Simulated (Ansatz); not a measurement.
System: L1₂ (Cu3Au-type) Ni3Si. Method: PBE0 (Ansatz, a quantum-chemistry and plane-wave program, plane waves, PAW).

Settings: plane-wave cutoff 460 eV, 8×8×8 k mesh, Fermi–Dirac smearing 0.05 eV, no spin polarisation, scalar-relativistic PAW data made under PBE.

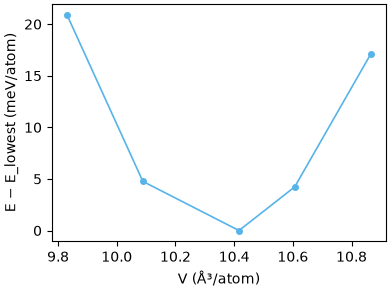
Total energy against volume

Question: From the curve, estimate the equilibrium volume and the bulk modulus.

Answer: V0 ≈ 10.3 Å³/atom and B0 ≈ 240 GPa; the fit gives V0 = 10.349 Å³/atom, B0 = 237 GPa, B′ = 4.7.

Measured, for comparison: equilibrium volume per atom 10.81 Å³/atom (temperature not stated, no zero-point or thermal correction; as tabulated in Metallic Nickel Silicides: Experiments and Theory for NiSi and First Principles …). Computed less measured: equilibrium volume per atom -4.3 %.

Note: the run has no spin polarisation, so it can have missed a magnetic state.

The computed numbers hold no vibrational or temperature effects.

Computing time: around 100 core-minutes (rough).
